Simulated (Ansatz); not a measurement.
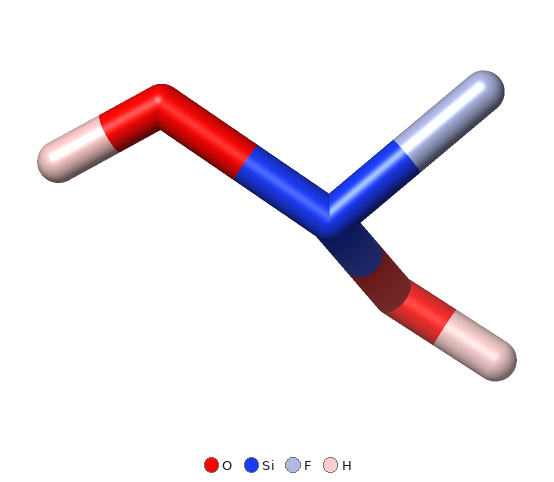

The structure as it stands in the input.

Ansatz 0.2.0 input:

```yaml
crystal:
  periodic: [false, false, false]
  atoms:
    - {symbol: O, position_ang: [-0.887312, 1.032021, -0.626322]}
    - {symbol: Si, position_ang: [0.382886, 0.026226, -0.446519]}
    - {symbol: O, position_ang: [0.254164, -1.035286, 0.625311]}
    - {symbol: F, position_ang: [0.159445, -1.133927, -1.516285]}
    - {symbol: H, position_ang: [-1.051627, 1.658840, 0.081082]}
    - {symbol: H, position_ang: [0.978003, -1.656078, 0.728994]}
basis:
  gaussian: {orbitals: def2-TZVPP}
magnetization: {spin_polarized: true, initial_magnetization: 1}
correlation: {method: ccsd_t}
scf: {omitted_lower_state_checks: [cluster_reference]}
```

What the program printed:

```
Functional definition: HF
  name "HF"
  cite "Fock, Z. Phys. 61, 126 (1930) doi:10.1007/BF01340294"
  parent pbe
  exchange = exact_x
  correlation = 0
these checks for a lower state are left out or cut short: cluster_reference
1017 factors; integrals over basis functions are off by at most 1.2e-3 eV
mean field evaluation 1: about -14675.1558 eV, gradient 3.8e1 eV
mean field evaluation 2: about -14675.1625 eV, gradient 3.8e1 eV
mean field evaluation 4: about -14680.1329 eV, gradient 2.6e0 eV
mean field evaluation 8: about -14680.2238 eV, gradient 1.9e-1 eV
mean field -14680.22448530 eV, -539.4882992212 hartree, gradient 5.7e-6 eV, S^2 0.753141; 0 other end points of the search recorded, 0 dependent functions left out
8 core orbitals not correlated: weight in the atoms' cores, before any rotation towards them, 1.000 or more for the frozen orbitals, at most 0.000 for the correlated occupied ones
reference -14680.22448530 eV, -539.4882992212 hartree; 13, 12 occupied and 142, 143 virtual orbitals, 1017 factors
second order -22.32738710 eV of doubles, -0.00000000 eV of singles
cycle   1  -22.03113595 eV  change    3.0e-1 eV  update   9.5e-2
cycle   2  -22.46689838 eV  change   -4.4e-1 eV  update   2.7e-2
cycle   3  -22.57681076 eV  change   -1.1e-1 eV  update   1.6e-2
cycle   4  -22.56539425 eV  change    1.1e-2 eV  update   4.8e-3
cycle   5  -22.56125753 eV  change    4.1e-3 eV  update   2.4e-3
cycle   6  -22.56265882 eV  change   -1.4e-3 eV  update   8.3e-4
cycle   7  -22.56281856 eV  change   -1.6e-4 eV  update   3.4e-4
cycle   8  -22.56278002 eV  change    3.9e-5 eV  update   1.3e-4
cycle   9  -22.56280749 eV  change   -2.7e-5 eV  update   6.3e-5
cycle  10  -22.56280010 eV  change    7.4e-6 eV  update   2.6e-5
perturbative correction -0.73587301 eV, -0.0270428345 hartree
Total energy: -14703.52315841 eV, -540.3445096657 hartree
Checks for a lower state left out: cluster_reference
```
